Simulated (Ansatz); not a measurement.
# C₂H₈AlNSi: trial inputs and their diagnosis

3 inputs were typed for C₂H₈AlNSi. Each is run as it stands; the log then has to tell whether the result can be used.

Program: Ansatz 0.2.0, Gaussian basis. Level of theory: the settings change from run to run. These are calculated values, not measurements.

### Step 1. The geometry

The structure was relaxed beforehand with PBE0-D4 in a triple-zeta def2 set.

13 atoms, charge 0, spin multiplicity 1.

Atoms are counted from 1 here; the program's logs count them from 0.

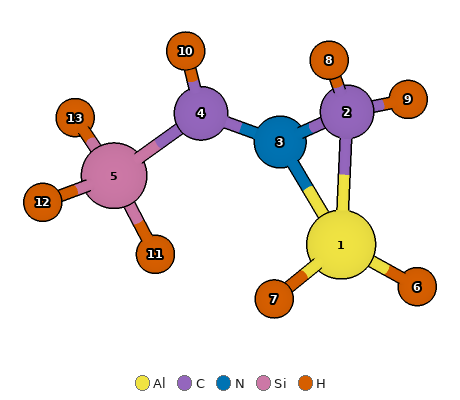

The structure; aluminium yellow, carbon purple, nitrogen blue, silicon pink, hydrogen orange; atoms are numbered from 1 in the order of the file.

### Step 2. Try 1

in.yaml

```yaml
crystal:
  periodic: [false, false, false]
  atoms:
    - {symbol: Al, position_ang: [-0.426997, -0.191538, 1.448749]}
    - {symbol: C, position_ang: [-0.158318, -1.142261, 0.447177]}
    - {symbol: N, position_ang: [-0.208031, -0.313632, 0.079076]}
    - {symbol: C, position_ang: [0.324212, -0.127102, -0.597996]}
    - {symbol: Si, position_ang: [0.330837, 1.025420, -0.928992]}
    - {symbol: H, position_ang: [-1.557717, -0.117753, 1.422326]}
    - {symbol: H, position_ang: [0.252772, 0.476245, 1.731863]}
    - {symbol: H, position_ang: [0.511979, -1.514960, 0.366940]}
    - {symbol: H, position_ang: [-0.932654, -1.432506, 0.505141]}
    - {symbol: H, position_ang: [0.701919, -0.626673, -0.860727]}
    - {symbol: H, position_ang: [-0.435419, 1.673460, -0.528242]}
    - {symbol: H, position_ang: [1.031999, 1.318747, -0.853624]}
    - {symbol: H, position_ang: [0.169707, 1.108222, -2.033977]}
basis:
  gaussian: {orbitals: cc-pVDZ}
total_charge: 1
magnetization: {spin_polarized: true, initial_magnetization: 1}
hamiltonian: {xc: {name: RPBE}}
output: {forces: true}
```

Run with:

```bash
$ ansatz run in.yaml --threads 4 --pin off --events-out ev --progress --plain --max-ram 10444MiB
```

The program printed (excerpt; [...] marks lines left out):

```text
Functional definition: RPBE
  name "RPBE"
  cite "Hammer, Hansen & Nørskov, Phys. Rev. B 59, 7413 (1999) doi:10.1103/PhysRevB.59.7413"
  cite "Perdew, Burke & Ernzerhof, Phys. Rev. Lett. 77, 3865 (1996) doi:10.1103/PhysRevLett.77.3865"
[...]
1513 factors; their error is unknown
[...]
mean field -18052.89551759 eV, -663.4316735794 hartree, gradient 7.9e-6 eV, S^2 0.751881; 4 other end points of the search recorded, 0 dependent functions left out
[...]
reference -18052.89556117 eV, -663.4316751809 hartree; 27, 26 occupied and 91, 92 virtual orbitals, 1513 factors
Total energy: -18052.89556117 eV, -663.4316751809 hartree
Atom 0 at    -0.426997    -0.191538     1.448749 Å, force   -14.329814    -2.781199    33.019796 eV/Å
Atom 1 at    -0.158318    -1.142261     0.447177 Å, force    -2.487150   -82.450215    31.246919 eV/Å
Atom 2 at    -0.208031    -0.313632     0.079076 Å, force   -59.439348    57.752754    13.913802 eV/Å
Atom 3 at     0.324212    -0.127102    -0.597996 Å, force    32.712065     5.373608   -42.813651 eV/Å
Atom 4 at     0.330837     1.025420    -0.928992 Å, force   -61.417599    21.149326   -22.189356 eV/Å
Atom 5 at    -1.557717    -0.117753     1.422326 Å, force   -16.731239     1.510050     0.040739 eV/Å
Atom 6 at     0.252772     0.476245     1.731863 Å, force    21.284065    20.489901     9.177416 eV/Å
Atom 7 at     0.511979    -1.514960     0.366940 Å, force    24.582248   -18.013966    -3.040429 eV/Å
Atom 8 at    -0.932654    -1.432506     0.505141 Å, force   -18.298217   -11.032077     3.156264 eV/Å
Atom 9 at     0.701919    -0.626673    -0.860727 Å, force    31.026561   -38.280538   -23.260995 eV/Å
Atom 10 at    -0.435419     1.673460    -0.528242 Å, force   -13.763755    11.835204     7.689407 eV/Å
Atom 11 at     1.031999     1.318747    -0.853624 Å, force    79.587060    33.568482     9.501145 eV/Å
Atom 12 at     0.169707     1.108222    -2.033977 Å, force    -2.724876     0.878672   -16.441058 eV/Å
Dipole moment:     0.039452    -0.476139     0.038649 e Å
```

It took 3.8 s on 4 threads, shared host; peak memory 0.26 GiB.

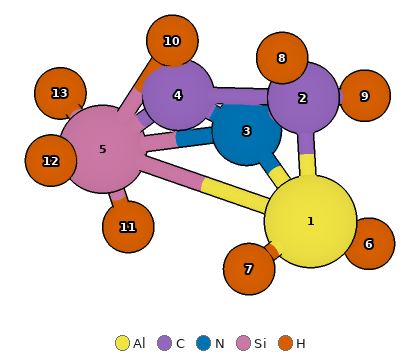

The geometry of this input.

Diagnosis: The run converged, but a converged run isn't a right one. The geometry is squeezed well below its size. The shortest distance is 0.68 Å (C4–H10), against 1.09 Å in the relaxed molecule. It also asks for charge 1 and multiplicity 2, another species or state than the molecule above. Its coordinates are also moved off the relaxed structure. Its energy is no property of the relaxed molecule. Cure: use the relaxed coordinates, and set charge and spin to those of the species named.

### Step 3. Try 2

in.yaml

```yaml
crystal:
  periodic: [false, false, false]
  atoms:
    - {symbol: Al, position_ang: [-0.710886, -0.246110, 1.852000]}
    - {symbol: C, position_ang: [-0.249270, -1.843049, 0.593367]}
    - {symbol: N, position_ang: [-0.179641, -0.658883, -0.144986]}
    - {symbol: C, position_ang: [0.454862, -0.194771, -0.900549]}
    - {symbol: Si, position_ang: [0.459278, 1.596393, -1.373347]}
    - {symbol: H, position_ang: [-2.275474, -0.227532, 2.542857]}
    - {symbol: H, position_ang: [0.612943, 0.747572, 2.558843]}
    - {symbol: H, position_ang: [0.719691, -2.243741, 0.383615]}
    - {symbol: H, position_ang: [-1.031410, -2.356152, 0.606004]}
    - {symbol: H, position_ang: [1.175720, -0.557011, -1.484003]}
    - {symbol: H, position_ang: [-0.561420, 2.291223, -0.669597]}
    - {symbol: H, position_ang: [1.895127, 2.340006, -1.297162]}
    - {symbol: H, position_ang: [0.184882, 1.763012, -2.975553]}
basis:
  gaussian: {orbitals: x2c-TZVPPall, final_grid: {core_spheres: 8, valence_spheres: 7, degree: 23}}
magnetization: {spin_polarized: true, initial_magnetization: 0}
hamiltonian: {xc: {name: wB97X-V}}
relax: {f_tol: 0.001, max_steps: 2}
```

Launched as before.

The program printed:

```text
Functional definition: wB97X-V
  name "wB97X-V"
  cite "Mardirossian & Head-Gordon, Phys. Chem. Chem. Phys. 16, 9904 (2014) doi:10.1039/C3CP54374A"
  cite "Becke, J. Chem. Phys. 107, 8554 (1997) doi:10.1063/1.475007"
  cite "Vydrov & Van Voorhis, J. Chem. Phys. 133, 244103 (2010) doi:10.1063/1.3521275"
  parameter omega = 0.3/bohr
  parameter cx = 0.167
  parameter cx1 = 0.603
  parameter cx2 = 1.194
  parameter css0 = 0.556
  parameter css1 = -0.257
  parameter cos0 = 1.219
  parameter cos1 = -1.850
  parameter b = 6.0
  parameter c = 0.01
  exchange = spin_sum(e_x_unif_sr(omega)*poly(b97_u_x, 1 - cx, cx1, cx2)) + cx*exact_x_sr(omega) + exact_x_lr(omega)
  correlation = spin_sum(e_c_pw_same_spin*poly(b97_u_same, css0, css1))
      + integral(e_c_pw_opposite_spin*poly(b97_u_opposite, cos0, cos1)) + vv10(b, c)
1572 factors; their error is unknown
428 factors; integrals over basis functions are off by at most 9.8e-7 eV
mean field evaluation 1: about -18186.2787 eV, gradient 3.6e1 eV
mean field evaluation 2: about -18187.1612 eV, gradient 3.4e1 eV
mean field evaluation 4: about -18192.1463 eV, gradient 2.0e0 eV
mean field evaluation 8: about -18192.1716 eV, gradient 7.0e-2 eV
mean field evaluation 16: about -18192.1860 eV, gradient 2.1e-4 eV
mean field -18192.18600135 eV, -668.5505044432 hartree, gradient 2.5e-5 eV, S^2 0.000000; 0 other end points of the search recorded, 0 dependent functions left out
the calculation of the forces begins
reference -18192.18599860 eV, -668.5505043419 hartree; 27, 27 occupied and 262, 262 virtual orbitals, 1572 factors
relax step   1: F+E_penalty+E_count = -18192.18600135 eV  Δ(F+E_penalty+E_count) = +0.000e0 eV  max|allowed force component| = 1.488e1 eV/Å  Δτ_max = 0.0000 Å  (36 SCF iters, accepted)
these checks for a lower state are left out or cut short: starts, cluster_reference, orbital_swaps, neighbouring_geometries, increment
1572 factors; their error is unknown
428 factors; integrals over basis functions are off by at most 7.7e-7 eV
mean field -18195.77804576 eV, -668.6825096402 hartree, gradient 1.5e-5 eV, S^2 0.000000; 0 other end points of the search recorded, 0 dependent functions left out
the calculation of the forces begins
reference -18195.77804308 eV, -668.6825095420 hartree; 27, 27 occupied and 262, 262 virtual orbitals, 1572 factors
relax step   2: F+E_penalty+E_count = -18195.77804576 eV  Δ(F+E_penalty+E_count) = -3.592e0 eV  max|allowed force component| = 2.879e0 eV/Å  Δτ_max = 0.1949 Å  (46 SCF iters, accepted)
Error: geometry relaxation did not converge after 2 steps: max|allowed force component| = 2.88e0 eV/Å (threshold 1.0e-3). Raise `relax.max_steps` over both its present limit and 2, loosen `relax.f_tol`, or start from a geometry closer to equilibrium. Where this run's directory can be resumed (`checkpoint.write`), a resume goes on for up to `relax.max_steps` more
```

Wall time 20 s (4 threads, shared host); peak memory 1.4 GiB.

What is wrong: It stopped unconverged. The relaxation is allowed too few steps for its threshold. The start was also shaken off the relaxed geometry, so there is far to go. To mend it, raise relax.max_steps.

### Step 4. Try 3

in.yaml

```yaml
crystal:
  periodic: [false, false, false]
  atoms:
    - {symbol: Al, position_ang: [-0.637794, -0.251782, 1.907006]}
    - {symbol: C, position_ang: [-0.225635, -1.811051, 0.691161]}
    - {symbol: N, position_ang: [-0.321283, -0.581011, -0.005472]}
    - {symbol: C, position_ang: [0.476184, -0.152684, -0.911438]}
    - {symbol: Si, position_ang: [0.437452, 1.636085, -1.467044]}
    - {symbol: H, position_ang: [-2.149051, -0.195788, 2.376727]}
    - {symbol: H, position_ang: [0.516931, 0.672878, 2.476361]}
    - {symbol: H, position_ang: [0.625257, -2.448581, 0.454280]}
    - {symbol: H, position_ang: [-1.185918, -2.331012, 0.699822]}
    - {symbol: H, position_ang: [1.184173, -0.867194, -1.351502]}
    - {symbol: H, position_ang: [-0.651599, 2.329300, -0.737719]}
    - {symbol: H, position_ang: [1.746734, 2.279367, -1.182544]}
    - {symbol: H, position_ang: [0.204948, 1.686773, -2.934839]}
basis:
  gaussian: {orbitals: x2c-TZVPPall, nuclear_model: gaussian}
magnetization: {spin_polarized: true, initial_magnetization: 8}
hamiltonian: {xc: {name: HF}}
correlation: {method: mp2}
output: {forces: true}
```

The command is unchanged.

The program printed (excerpt; [...] marks lines left out):

```text
Functional definition: HF
  name "HF"
  cite "Fock, Z. Phys. 61, 126 (1930) doi:10.1007/BF01340294"
  parent pbe
[...]
1668 factors; integrals over basis functions are off by at most 1.1e-3 eV
[...]
mean field -18124.09623672 eV, -666.0482517459 hartree, gradient 2.0e-6 eV, S^2 20.030245; 14 other end points of the search recorded, 0 dependent functions left out
13 core orbitals not correlated: weight in the atoms' cores, before any rotation towards them, 1.000 or more for the frozen orbitals, at most 0.000 for the correlated occupied ones
reference -18124.09623672 eV, -666.0482517459 hartree; 18, 10 occupied and 258, 266 virtual orbitals, 1668 factors
second order -17.13757984 eV of doubles, -0.00000000 eV of singles
[...]
Total energy: -18141.23381657 eV, -666.6780461889 hartree
Relativity: scalar
[...]
Atom 3 at     0.476184    -0.152684    -0.911438 Å, force     2.895527     2.598449    -4.012681 eV/Å
Atom 4 at     0.437452     1.636085    -1.467044 Å, force    -0.430160     0.621663    -0.522795 eV/Å
Atom 5 at    -2.149051    -0.195788     2.376727 Å, force    -4.911920    -0.518759     1.184794 eV/Å
Atom 6 at     0.516931     0.672878     2.476361 Å, force     4.039599     2.535749     1.345479 eV/Å
Atom 7 at     0.625257    -2.448581     0.454280 Å, force     0.355768     0.603756    -0.002801 eV/Å
Atom 8 at    -1.185918    -2.331012     0.699822 Å, force    -0.248527    -0.213745     0.708778 eV/Å
Atom 9 at     1.184173    -0.867194    -1.351502 Å, force     0.075236     0.486570     0.527107 eV/Å
Atom 10 at    -0.651599     2.329300    -0.737719 Å, force     0.249255    -0.116532    -0.218253 eV/Å
Atom 11 at     1.746734     2.279367    -1.182544 Å, force    -0.133742    -0.253006     0.045411 eV/Å
Atom 12 at     0.204948     1.686773    -2.934839 Å, force     0.070566    -0.027896     0.201453 eV/Å
Dipole moment:     0.398011    -0.491745    -0.974283 e Å
```

Wall time 69 s (4 threads, shared host); peak memory 1.2 GiB.

What is wrong: It ended without an error, which proves nothing about the input. The spin is set far too high for this molecule. It asks for 8 unpaired electrons; the ground state has 0. Its energy belongs to an excited spin state, not the ground state. Fix: set initial_magnetization back to that of the ground state.

### Step 5. Summary

| try | level | ended | cause | time |
| --- | --- | --- | --- | --- |
| 1 | RPBE/cc-pVDZ | converged | the geometry is squeezed well below its size | 3.8 s |
| 2 | wB97X-V/x2c-TZVPPall | not converged | the relaxation is allowed too few steps for its threshold | 20 s |
| 3 | MP2/x2c-TZVPPall | converged | the spin is set far too high for this molecule | 69 s |

In words: 2 converged, 1 not converged. The dangerous case is the input that converges on a wrong geometry, charge, spin, basis or grid: often only a look at the input shows it.
